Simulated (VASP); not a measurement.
Band structure of AuCl (relaxed from the CsCl type structure, space group Pm-3m). Method: PBEsol GGA, VASP's PBE PAW potentials (set 64) (plane waves; VASP 6.6.1).

Unless said otherwise, spin-orbit coupling is left out, though it shifts the bands of the heavy elements here.

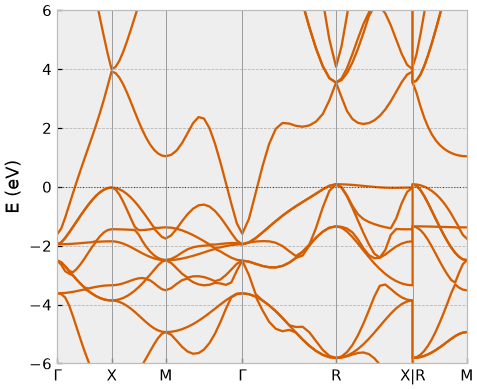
*Bands along high-symmetry lines, zero at the valence-band maximum or, without a gap, the Fermi level*

Read the plot: is there a gap, and where are the band edges?

It has no gap at this level: it comes out as a metal or semimetal. (Edges off the drawn lines would not show.)

The structure was generated: AuCl was put into the CsCl type type (Pm-3m), which need not be its known phase. It was relaxed first, which changed the volume by +25 %.
